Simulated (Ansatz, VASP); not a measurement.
# Cross-check of Pb2C between VASP and Ansatz

One calculation is typed for both programs; each brings its own data sets and cutoff. How far apart do they land? The cell is generated by rule, not measured, and may not be a known phase. The cell comes out of the VASP series on this material, whose earlier steps may have relaxed, scaled or displaced it; both programs get it as it stands.

Main program and level: Ansatz 0.2.0; plane waves, with VASP 6.6.1 beside it; band structure at PBEsol and band structure at PBEsol, spin-orbit coupling.

The structure was built from a prototype and need not be the compound's stable phase.

### 1. Set-up

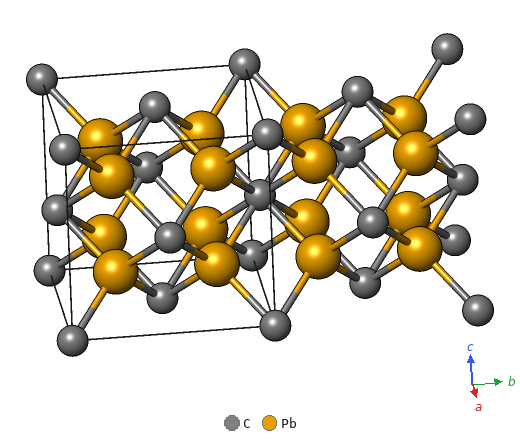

The starting structure, seen slightly off an axis (carbon grey, lead orange). 1×2×1 cells are drawn. This picture shows the conventional cell, with its axes. Some periodic images of atoms are drawn too.

Coordinates:

```cif
data_structure
_symmetry_space_group_name_H-M 'Fm-3m'
_symmetry_Int_Tables_number 225
_cell_length_a 5.3520
_cell_length_b 5.3520
_cell_length_c 5.3520
_cell_angle_alpha 90.000
_cell_angle_beta 90.000
_cell_angle_gamma 90.000
_cell_volume 153.31
loop_
_atom_site_label
_atom_site_type_symbol
_atom_site_symmetry_multiplicity
_atom_site_Wyckoff_symbol
_atom_site_fract_x
_atom_site_fract_y
_atom_site_fract_z
_atom_site_occupancy
C1 C 4 a 0.00000 0.00000 0.00000 1
Pb1 Pb 8 c 0.25000 0.75000 0.75000 1
```

### 2. Ansatz: band structure, PBEsol

Ansatz runs on its default PAW (the set named soft_2) files.

Levels along a path test the potential and the projectors away from the mesh points.

File input.yaml:

```yaml
crystal:
  lattice:
    - [0.0, 2.67602, 2.67602]
    - [2.67602, 0.0, 2.67602]
    - [2.67602, 2.67602, 0.0]
  atoms:
    - { symbol: C, position: [0.0, 0.0, 0.0] }
    - { symbol: Pb, position: [0.25, 0.25, 0.25] }
    - { symbol: Pb, position: [0.75, 0.75, 0.75] }
hamiltonian:
  xc: pbesol
  pseudopotentials: { kind: paw }
kpoints:
  mp_grid: { grid: [12, 12, 12] }
  band_path:
    path:
      - [0.0, 0.0, 0.0]
      - [0.17391, 0.0, 0.17391]
      - [0.34783, 0.0, 0.34783]
      - [0.5, 0.0, 0.5]
      - [0.5, 0.08696, 0.58696]
      - [0.5, 0.18478, 0.68478]
      - [0.49457, 0.25543, 0.75]
      - [0.45109, 0.29891, 0.75]
      - [0.40761, 0.34239, 0.75]
      - [0.34239, 0.34239, 0.68478]
      - [0.21196, 0.21196, 0.42391]
      - [0.08152, 0.08152, 0.16304]
      - [0.04348, 0.04348, 0.04348]
      - [0.23913, 0.23913, 0.23913]
      - [0.41304, 0.41304, 0.41304]
      - [0.5163, 0.46739, 0.5163]
      - [0.55978, 0.38043, 0.55978]
      - [0.6087, 0.28261, 0.6087]
      - [0.60326, 0.25, 0.64674]
      - [0.55978, 0.25, 0.69022]
      - [0.5163, 0.25, 0.7337]
      - [0.5, 0.30435, 0.69565]
      - [0.5, 0.3913, 0.6087]
      - [0.5, 0.47826, 0.52174]
      - [0.47283, 0.47283, 0.55435]
      - [0.42391, 0.42391, 0.65217]
      - [0.38043, 0.38043, 0.73913]
      - [0.59239, 0.18478, 0.59239]
      - [0.54891, 0.09783, 0.54891]
      - [0.5, 0.0, 0.5]
    npoints: 1
scf:
  occupations: { method: gaussian, width: 0.02 }
  n_extra_bands: 7
output:
  forces: true
  stress: true
  eigenvalues: true
  write_density: true
  write_potential: true
  elf: true
  volumetric_format: npy
```

The run is started by

```sh
> ansatz run input.yaml --threads 2 --pin off --max-ram 4608MiB --backend cpu --events-out ev --progress --plain --runs-dir out
```

Numbers of over 12 decimals in the logs are rounded to 6 here.

The log of the run:

```text
scf.n_extra_bands = 7 over 16 filled bands (N_el = 32.0): the run solves 23 bands
Engine: ansatz 0.2.0, aarch64-unknown-linux-gnu
Pseudopotentials: kind: paw
Pseudopotential: C, paw, valence charge 4, recommended cutoff 420 eV (normal), C.paw.azcp
Pseudopotential: Pb, paw, valence charge 14, recommended cutoff 420 eV (normal), Pb.paw.azcp
Functional definition: PBEsol
  exchange = pbesol_x
  correlation = pbesol_c
Crystal: 3 atoms, lattice volume = 38.326 Å³
Basis set: ecut = 420 eV, 725 PW (Γ), exchange–correlation on 54×54×54 points (8 copies of the dense FFT grid, shifted against one another)
Bands: 23, of which v1, the nominal top of the filled ones, is band 16 counted from 1 (15 counted from 0)
Symmetry: 48 space group operations
Space group: Fm-3m (ITA 225), of the structure as read, at distance tolerance 3.4e-5 Å
k-points: 72 of 1728
Non-local potential: C, projectors of the file, l = 0: 2, l = 1: 2, l = 2: 1
Non-local potential: Pb, projectors of the file, l = 0: 2, l = 1: 2, l = 2: 2, l = 3: 2
PAW form: soft (Blöchl's): semilocal exchange-correlation on the pseudo side does not see the compensation charge
PAW frozen core: C, regenerated for the run's functional, and the local potential with it (the file was generated under x = pbe(κ = 0.804, μ = 0.219515), c = pbe(β = 0.066725))
PAW frozen core: Pb, regenerated for the run's functional, and the local potential with it (the file was generated under x = pbe(κ = 0.804, μ = 0.219515), c = pbe(β = 0.066725))
PAW one-centre angular grid: C, 110 points (default); XC on 64 Gauss nodes
PAW one-centre angular grid: Pb, 590 points (default); XC on 64 Gauss nodes
Initial density: superposition of atomic densities (neutral atoms: chi_scale 0, normalization atom), corrected by the library's trained network
Initial wavefunctions: pseudopotential atomic-orbital guess
Functional: x = pbesol(κ = 0.804, μ = 0.123457), c = pbesol(β = 0.046)
SCF iter   1: F=—  HF=-23744.639837 eV  |F-HF|=—  |Δ(HF+E_count)|=         —  Δρ=1.45e-2  dr2=1.10e-1  ethr=1.77e-3  ⟨swp⟩=8.6  Hψ=10324  notcnv=0  defer=6
preconditioner: auto → none  [insulator: Δε(μ)=0.039 eV  Ē_g=20.433 eV  σ=0.020 eV  W_gap=0.59  n_scr=14 (ndim 8)  ℏωp=33.9 eV  f_vac=0.000  D(μ)=1.51/eV (n_scr^D=14)  ε∞_Penn≈3.8]
SCF iter   2: F=—  HF=-23744.615523 eV  |F-HF|=—  |Δ(HF+E_count)|=   2.43e-2  Δρ=5.33e-3  dr2=1.53e-2  ethr=3.42e-4  ⟨swp⟩=2.8  Hψ=2918  notcnv=0  defer=162
SCF iter   3: F=—  HF=-23744.611782 eV  |F-HF|=—  |Δ(HF+E_count)|=   3.74e-3  Δρ=7.04e-4  dr2=1.67e-4  ethr=4.77e-5  ⟨swp⟩=3.1  Hψ=2623  notcnv=0  defer=162
SCF iter   4: F=—  HF=-23744.611745 eV  |F-HF|=—  |Δ(HF+E_count)|=   3.72e-5  Δρ=2.08e-4  dr2=1.14e-5  ethr=5.23e-7  ⟨swp⟩=2.8  Hψ=2837  notcnv=0  defer=162
SCF iter   5: F=—  HF=-23744.611745 eV  |F-HF|=—  |Δ(HF+E_count)|=   2.21e-7  Δρ=2.29e-5  dr2=5.34e-8  ethr=3.55e-8  ⟨swp⟩=2.1  Hψ=2658  notcnv=0  defer=162
SCF iter   6: F=-23744.611745 eV  HF=-23744.611745 eV  |F-HF|=6.55e-10  |Δ(HF+E_count)|=   2.42e-8  Δρ=5.41e-6  dr2=5.42e-9  ethr=1.67e-10  ⟨swp⟩=15.5  Hψ=16439  notcnv=0
SCF 1 converged in 6 iterations: F = -23744.611745 eV  dr2 = 5.42e-9
  greatest PAW one-centre occupation: 0.979 electrons in one spin orbital (limit 2), on the Pb atom at site 2 (counted from 0), in its partial waves of l = 2
NSCF: frozen V_eff on 30 k-points
SCF converged after 6 iterations
Free energy (F): -23744.611745 eV
Harris-Foulkes:  -23744.611745 eV  (|F-HF|=6.55e-10)
Internal energy: -23744.611446 eV  (E = F + TS)
E sigma→0 (E₀):  -23744.611596 eV
Entropy (-TS):   -0.000299 eV (-0.100 meV/atom)
Fermi energy:    22.448502 eV
--- Per-component energies (eV) ---
  E_band       = 252.911490
  E_kinetic    = 707.905300
  E_local      = -1327.383629  (includes V_loc(G=0)·N_el)
  E_nonlocal   = 738.230077
  E_hartree    = 581.426017
  E_xc         = -501.702215
  E_vxc        = -345.622197  (∫ρ·V_xc dr)
  E_paw        = -20610.470338  (= ΣΔE_a)
  E_vpaw       = -683.067862  (= ΣTr[D̂ρ^β])
  E_aug_tail   = 0.000114  (compensation charges beyond the density's cutoff)
  E_ewald      = -3332.762106
  E_core_change = 0.145334  (= ΣΔE_core)
  E_smearing   = -0.000299  (= −TS)
  E_closure    = 0.000000  (closes the sum)
  Σ components = -23744.611745   (vs F -23744.611745, Δ=0.00e0)
--- Forces (eV/Å), atoms counted from 1 ---
  atom   1  C     -0.00000000     0.00000000     0.00000000
  atom   2  Pb    -0.00000000     0.00000000     0.00000000
  atom   3  Pb    -0.00000000    -0.00000000    -0.00000000
  max |Σ_I F_I| component: 9.25e-17 eV/Å
--- Stress (GPa, compression-positive) ---
      141.840698       0.000000      -0.000000
        0.000000     141.840698      -0.000000
        0.000000       0.000000     141.840698
  P = ⅓ Tr σ = 141.8407 GPa (1418.407 kbar)
--- Band table (eV; the first three rows and the last of 72) ---
  k-point 0: bands = [... 12 lower, 19.5753, 19.5753, 19.5753, 21.0645, 21.0645, 21.0645, 22.3780, 28.6065, ... 3 higher]
  k-point 1: bands = [... 12 lower, 18.6950, 19.3219, 19.3219, 20.6944, 21.4225, 21.4225, 23.9287, 28.1594, ... 3 higher]
  k-point 2: bands = [... 12 lower, 17.5830, 18.8987, 18.8987, 21.1766, 22.1063, 22.1063, 25.2407, 28.1360, ... 3 higher]
  k-point 71: bands = [... 12 lower, 11.2210, 13.2857, 22.1058, 22.1058, 22.7487, 23.1980, 28.5237, 28.5237, ... 3 higher]
```

Run time: 5.8 s. Hardware: 2 threads of Arm Neoverse N1, shared host; peak memory 0.33 GiB.

In the SCF lines HF is the Harris–Foulkes energy and dr2 the Hartree energy of the density residual, in eV; the loop may stop once dr2 is under the threshold and the program's other checks hold. Hψ counts applications of the Hamiltonian.

### 3. VASP: band structure, PBEsol

The same cell, functional, mesh and smearing now go to VASP, with its own data sets and cutoff.

Lines of VASP's logs that name or quote its potential files are left out, and so is its time.

File INCAR:

```
SYSTEM = Pb2C
PREC = Accurate
ENCUT = 520
EDIFF = 1E-06
NELM = 100
ISMEAR = 0
SIGMA = 0.02
LREAL = .FALSE.
ALGO = Normal
GGA = PS
NBANDS = 29
LORBIT = 11
LWAVE = .FALSE.
LCHARG = .FALSE.
KPAR = 4
ISIF = 2
```

File POSCAR:

```
Pb2C
1.0
    0.0000000000      2.6760200000      2.6760200000
    2.6760200000      0.0000000000      2.6760200000
    2.6760200000      2.6760200000      0.0000000000
C Pb
1 2
Direct
    0.0000000000      0.0000000000      0.0000000000
    0.2500000000      0.2500000000      0.2500000000
    0.7500000000      0.7500000000      0.7500000000
```

File KPOINTS:

```
Automatic mesh
0
Gamma
12 12 12
0 0 0
```

File KPOINTS_OPT:

```
Line mode
24
Line-mode
Reciprocal
  0.00000000   0.00000000   0.00000000 GAMMA
  0.50000000   0.00000000   0.50000000 X

  0.50000000   0.00000000   0.50000000 X
  0.50000000   0.25000000   0.75000000 W

  0.50000000   0.25000000   0.75000000 W
  0.37500000   0.37500000   0.75000000 K

  0.37500000   0.37500000   0.75000000 K
  0.00000000   0.00000000   0.00000000 GAMMA

  0.00000000   0.00000000   0.00000000 GAMMA
  0.50000000   0.50000000   0.50000000 L

  0.50000000   0.50000000   0.50000000 L
  0.62500000   0.25000000   0.62500000 U

  0.62500000   0.25000000   0.62500000 U
  0.50000000   0.25000000   0.75000000 W

  0.50000000   0.25000000   0.75000000 W
  0.50000000   0.50000000   0.50000000 L

  0.50000000   0.50000000   0.50000000 L
  0.37500000   0.37500000   0.75000000 K

  0.62500000   0.25000000   0.62500000 U
  0.50000000   0.00000000   0.50000000 X
```

Potentials, in the order of the species: C and Pb_d (PBE family, release 64).

The run is started by

```sh
> mpirun -np 4 vasp_std
```

The log of the run:

```text
[banner, memory and clock lines left out]
running    4 mpi-ranks, on    1 nodes
 distrk:  each k-point on    1 cores,    4 groups
 distr:  one band on    1 cores,    1 groups

 POSCAR found type information on POSCAR C Pb
 POSCAR found :  2 types and       3 ions
|                                                                             |
|               ----> ADVICE to this user running VASP <----                  |
|                                                                             |
|     You enforced a specific xc type in the INCAR file but a different       |
|     [... a line on the potential file left out ...]
|     I HOPE YOU KNOW WHAT YOU ARE DOING!                                     |
|                                                                             |

 LDA part: xc-table for (Slater+PW92), standard interpolation
 POSCAR, INCAR and KPOINTS ok, starting setup
 FFT: planning ... GRIDC
 FFT: planning ... GRID_SOFT
 FFT: planning ... GRID
 WAVECAR not read
 entering main loop
       N       E                     dE             d eps       ncg     rms          rms(c)
DAV:   1     0.363903489597E+03    0.36390E+03   -0.14930E+04  4410   0.162E+03
DAV:   2     0.272464900315E+02   -0.33666E+03   -0.31573E+03  4234   0.413E+02
DAV:   3    -0.667046284991E+01   -0.33917E+02   -0.32501E+02  4874   0.137E+02
DAV:   4    -0.787170888090E+01   -0.12012E+01   -0.11948E+01  5214   0.260E+01
DAV:   5    -0.791192443000E+01   -0.40216E-01   -0.40207E-01  5571   0.466E+00    0.763E+00
DAV:   6    -0.574948845694E+01    0.21624E+01   -0.22096E+00  6235   0.254E+01    0.228E+00
DAV:   7    -0.570735448139E+01    0.42134E-01   -0.73054E-01  4888   0.443E+00    0.149E+00
DAV:   8    -0.566968685384E+01    0.37668E-01   -0.84035E-02  6457   0.165E+00    0.379E-01
DAV:   9    -0.566310996029E+01    0.65769E-02   -0.45617E-03  6586   0.981E-01    0.972E-02
DAV:  10    -0.566305477241E+01    0.55188E-04   -0.16347E-03  5798   0.206E-01    0.215E-02
DAV:  11    -0.566305933115E+01   -0.45587E-05   -0.69874E-05  5412   0.524E-02    0.122E-02
DAV:  12    -0.566305760243E+01    0.17287E-05   -0.19921E-06  3716   0.145E-02    0.667E-03
DAV:  13    -0.566305608052E+01    0.15219E-05   -0.11771E-06  4559   0.110E-02    0.747E-04
DAV:  14    -0.566305582397E+01    0.25655E-06   -0.57142E-07  2981   0.558E-03
   1 F= -.56630558E+01 E0= -.56629007E+01  d E =-.310305E-03
 Start KPOINTS_OPT (optional k-point list driver)
k-point batch [1-72\240]
       N       E                     dE             ncg
DAV:   1     0.298537637017E+05   -0.45618E+05     4431
DAV:   2     0.598391958209E+04   -0.23870E+05     4209
DAV:   3     0.368075743821E+04   -0.23032E+04     4977
DAV:   4     0.360222746158E+04   -0.78530E+02     5153
DAV:   5     0.359945043613E+04   -0.27770E+01     5846
DAV:   6     0.359936121482E+04   -0.89221E-01     5511
DAV:   7     0.359935978865E+04   -0.14262E-02     5868
DAV:   8     0.359935977472E+04   -0.13927E-04     4420
DAV:   9     0.359935977408E+04   -0.64271E-06     3023
[...]
k-point batch [217-240\240]
       N       E                     dE             ncg
DAV:   1     0.648354496812E+05   -0.20863E+05     1439
DAV:   2     0.566543838018E+05   -0.81811E+04     1400
DAV:   3     0.558470580328E+05   -0.80733E+03     1654
DAV:   4     0.558202119949E+05   -0.26846E+02     1785
DAV:   5     0.558192978627E+05   -0.91413E+00     1934
DAV:   6     0.558192732241E+05   -0.24639E-01     1825
DAV:   7     0.558192728749E+05   -0.34924E-03     1883
DAV:   8     0.558192728706E+05   -0.42749E-05     1482
DAV:   9     0.558192728704E+05   -0.18526E-06      995
```

OUTCAR, selected parts (step 3):

```text
ion  position               nearest neighbor table
   1  0.000  0.000  0.000-   2 2.32   3 2.32   3 2.32   3 2.32   3 2.32   2 2.32   2 2.32   2 2.32

  LATTYP: Found a face centered cubic cell.
 ALAT       =     5.3520400000

 Subroutine GETGRP returns: Found 48 space group operations
 (whereof 48 operations were pure point group operations)

The static configuration has the point symmetry O_h .

 Found     72 irreducible k-points:

   k-points           NKPTS =     72   k-points in BZ     NKDIM =     72   number of bands    NBANDS=     29

   dimension x,y,z NGX =    28 NGY =   28 NGZ =   28
   dimension x,y,z NGXF=    56 NGYF=   56 NGZF=   56

   ENCUT  =  520.0 eV  38.22 Ry    6.18 a.u.   7.04  7.04  7.04*2*pi/ulx,y,z

   NELECT =      32.0000    total number of electrons

 k-points in reciprocal lattice and weights: Automatic mesh
   0.00000000  0.00000000  0.00000000       0.001
   0.08333333  0.00000000  0.00000000       0.005
   0.16666667  0.00000000  0.00000000       0.005
   0.25000000  0.00000000  0.00000000       0.005
   0.33333333  0.00000000  0.00000000       0.005
   0.41666667  0.00000000  0.00000000       0.005
   0.50000000  0.00000000  0.00000000       0.002
   0.08333333  0.08333333  0.00000000       0.003
   0.16666667  0.08333333  0.00000000       0.014
[...]
-0.33333333  0.50000000  0.16666667       0.007
  -0.25000000  0.50000000  0.25000000       0.003

 average (electrostatic) potential at core
       1 -39.9680       2 -82.3062       3 -82.3062

 E-fermi :  16.1601

 k-point     1 :       0.0000    0.0000    0.0000
  band No.  band energies     occupation
    ...
     15      13.2921      2.00000
     16      14.7646      2.00000
     17      14.7646      2.00000
     18      14.7646      2.00000
     19      16.0721      2.00000
     20      22.3234      0.00000
     21      22.3234      0.00000
     22      22.3234      0.00000
     23      24.5959      0.00000
     24      26.8833      0.00000
    ...

 k-point     2 :       0.0833    0.0000    0.0000
  band No.  band energies     occupation
    ...
     14      13.0374      2.00000
     15      13.0374      2.00000
     16      14.4006      2.00000
     17      15.1247      2.00000
     18      15.1247      2.00000
     19      17.6278      0.00000
     20      21.8763      0.00000
     21      22.1523      0.00000
     22      22.1523      0.00000
     23      25.5759      0.00000
    ...

 k-point     3 :       0.1667    0.0000    0.0000
  band No.  band energies     occupation
    ...
     14      12.6136      2.00000
     15      12.6136      2.00000
     16      14.8880      2.00000
     17      15.8105      2.00000
     18      15.8105      2.00000
     19      18.9463      0.00000
     20      21.8513      0.00000
     21      21.8513      0.00000
     22      22.1309      0.00000
     23      27.5032      0.00000
    ...

  Total       33.9638590     33.9638590     33.9638590     -0.0000000      0.0000000      0.0000000
  in kB     1419.8077792   1419.8077792   1419.8077792     -0.0000000      0.0000000      0.0000000
  external PRESSURE =    1419.8077792 kB  Pullay stress =       0.0000000 kB

  energy-cutoff  :      520.00
  volume of cell :       38.33
      direct lattice vectors                 reciprocal lattice vectors
     0.000000000  2.676020000  2.676020000    -0.186844642  0.186844642  0.186844642
     2.676020000  0.000000000  2.676020000     0.186844642 -0.186844642  0.186844642
     2.676020000  2.676020000  0.000000000     0.186844642  0.186844642 -0.186844642

 POSITION                                       TOTAL-FORCE (eV/Angst)
 -----------------------------------------------------------------------------------
      0.00000      0.00000      0.00000         0.000000      0.000000      0.000000
      1.33801      1.33801      1.33801        -0.000000     -0.000000     -0.000000
      4.01403      4.01403      4.01403         0.000000      0.000000      0.000000
 -----------------------------------------------------------------------------------
    total drift:                                0.000000      0.000000      0.000000

  FREE ENERGIE OF THE ION-ELECTRON SYSTEM (eV)
  ---------------------------------------------------
  free  energy   TOTEN  =        -5.6630558240 eV

  energy  without entropy=       -5.6627455185  energy(sigma->0) =       -5.66290067

 total charge
# of ion       s       p       d       tot
------------------------------------------
    1        1.043   1.388   0.000   2.432
    2        1.415   1.256   9.994  12.665
    3        1.415   1.256   9.994  12.665
--------------------------------------------------
tot          3.874   3.900  19.988  27.762

[... 3 further parts left out ...]
```

The run ends at a pressure of 141.98 GPa.

### 4. Differences

Known differences besides the PAW data sets themselves: the cutoff is 420 eV in Ansatz and 520 eV in VASP; Ansatz makes its cores anew for this functional, VASP keeps those of its PBE data sets; VASP leaves aspherical gradient terms in its spheres out (LASPH is not set), Ansatz keeps them. Total energies have different zeros and are not compared.

Both answers:

| quantity | Ansatz | VASP | difference |
| --- | --- | --- | --- |
| pressure (GPa) | 141.84 | 141.98 | -0.14 |

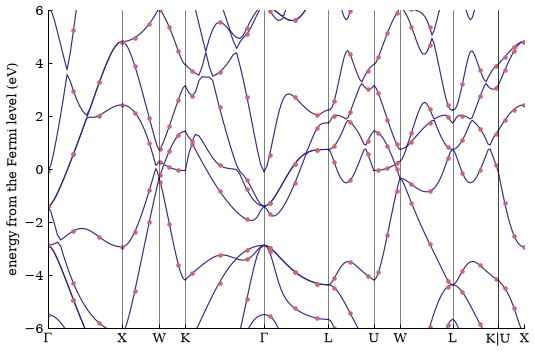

Bands from VASP (lines) and levels from Ansatz (dots). Dots without a line are higher empty bands that the VASP plot leaves out.

Levels from 3 eV below to 2 eV above the Fermi level differ by 6 meV r.m.s. and 18 meV at most; each VASP level is matched to the nearest of Ansatz, which flatters the figure a little. Ansatz's pressure holds a Pulay correction of 0.18 GPa; VASP's holds none.

(Continued in part 2 of 2.)

[Lines on the potential files, build, host, timing and source positions are cut from VASP's logs without a mark.]

[Logs are printed without paths, hosts, clocks, repeated set-up lines and the standing remarks that a program may print on its own settings, such as how far it seeks lower states.]

[Hosts, paths, dates, database ids (printed as entryN), source tags and the programs' standing remarks are cut or masked in the printed files.]
